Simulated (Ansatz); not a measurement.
**PH3 (phosphine) at BHLYP/aug-cc-pVTZ**

Aim: the electronic atomisation energy of PH3 (phosphine) at BHLYP/aug-cc-pVTZ, from 3 runs. 

The calculation is run with Ansatz 0.2.0.

34 further runs of the same task are left out: 34 set aside as unsound or not needed.

## (1) The molecule

The species is PH3 (4 atoms), meant as a singlet with charge 0. As SMILES, `P`. The shape is that of a PBE0-D4/def2-TZVP optimisation.

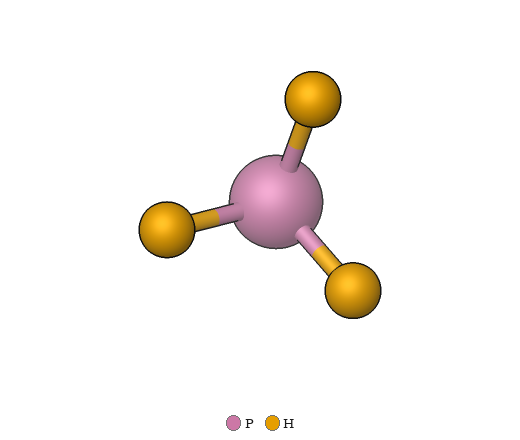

Viewed from a chosen angle; phosphorus pink, hydrogen amber.

## (2) A single-point energy at BHLYP/aug-cc-pVTZ

job.yaml reads:

```yaml
crystal:
  periodic: [false, false, false]
  atoms:
    - {symbol: P, position_ang: [0.346000, -0.326500, -0.332800]}
    - {symbol: H, position_ang: [0.630900, -0.034000, 1.027000]}
    - {symbol: H, position_ang: [-1.005500, -0.663000, -0.057200]}
    - {symbol: H, position_ang: [0.028700, 1.023500, -0.636900]}
basis:
  gaussian:
    orbitals: aug-cc-pVTZ
hamiltonian:
  xc: {name: BHLYP}
accuracy: high
output: {orbitals: {seedname: orbitals}}
```

Started as:

```bash
ansatz run job.yaml --threads 1 --pin off --max-ram 3480MiB --events-out events.jsonl --progress --plain --runs-dir runs
```

Standard output:

```text
Warning: RAYON_NUM_THREADS=1 ignored (pool sized by the plan → 1); use --threads N
Functional definition: BHLYP
  name "BHLYP"
  parameter a = 0.5
  exchange = (1 - a)*b88_x + a*exact_x
  correlation = lyp_c
1842 factors; integrals over basis functions are off by at most 3.1e-9 eV
mean field evaluation 1: about -9337.2688 eV, gradient 9.7e0 eV
mean field evaluation 2: about -9337.5467 eV, gradient 5.3e0 eV
mean field evaluation 4: about -9337.6139 eV, gradient 5.7e-1 eV
mean field evaluation 8: about -9337.6155 eV, gradient 6.0e-3 eV
mean field evaluation 16: about -9337.6155 eV, gradient 2.7e-7 eV
mean field -9337.61554336 eV, -343.1510419553 hartree, gradient 2.2e-8 eV, S^2 0.000000; 0 other end points of the search recorded, 0 dependent functions left out
reference -9337.61556859 eV, -343.1510428823 hartree; 9, 9 occupied and 110, 110 virtual orbitals, 1842 factors
Total energy: -9337.61556859 eV, -343.1510428823 hartree
```

Wall time 4.2 s (1 thread of Intel Xeon Platinum 8488C (Sapphire Rapids), shared host); peak memory 0.3 GiB.

## (3) The H atom, same level

run.yaml reads:

```yaml
crystal:
  periodic: [false, false, false]
  atoms:
    - symbol: H
      position_ang: [0.000000, 0.000000, 0.000000]
basis:
  gaussian: {orbitals: aug-cc-pVTZ}
magnetization: {spin_polarized: true, initial_magnetization: 1}
hamiltonian: {xc: {name: BHLYP}}
accuracy: high
```

Run the same way, it converges to -0.49860 Eh (log not shown).

## (4) The P atom

run.yaml reads:

```yaml
basis:
  gaussian: {orbitals: aug-cc-pVTZ}
crystal:
  periodic: [false, false, false]
  atoms:
    - {symbol: P, position_ang: [0.000000, 0.000000, 0.000000]}
magnetization: {spin_polarized: true, initial_magnetization: 3}
hamiltonian: {xc: {name: BHLYP}}
accuracy: high
```

Run the same way, it converges to -341.27465 Eh (log not shown).

## (5) What came out

At BHLYP/aug-cc-pVTZ:

```
                     quantity          value
       molecule: total energy  -343.15104 Eh
        molecule: HOMO energy       -8.94 eV
        molecule: LUMO energy        0.07 eV
      molecule: HOMO–LUMO gap        9.01 eV
         H atom: total energy    -0.49860 Eh
                 H atom: ⟨S²⟩          0.750
         P atom: total energy  -341.27465 Eh
                 P atom: ⟨S²⟩          3.751
electronic atomisation energy      10.356 eV
```

What this shows: Taking the molecule apart into free atoms costs 10.36 eV (999 kJ/mol), before zero-point energy and without spin-orbit coupling.
